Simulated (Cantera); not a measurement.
Input: 1 mol Ti, 12 mol H2O, 170 mol H2, at 750 Torr.

These are equilibrium values from Cantera (NASA tables, ideal gas, pure condensed phases), not measurements of a reactor. Candidate condensed phases: H2O, Ti, TiO, TiO2, Ti2O3, Ti3O5, Ti4O7; 12 gas species. Condensed phases not in the tables: Magnéli phases beyond Ti4O7. Gases not in the tables: TiO(OH)2. Kinetics and transport are ignored.

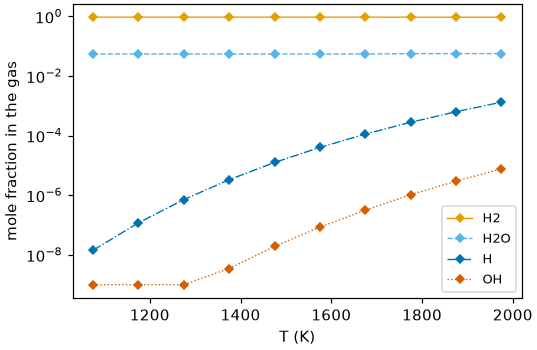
*Equilibrium gas composition (values under 1e-9 drawn at 1e-9)*

From 1075 K to 1675 K the condensed part is TiO2(rutile). At 1775 K the condensed part is Ti4O7(s). From 1875 K to 1975 K the condensed part is Ti3O5(s).
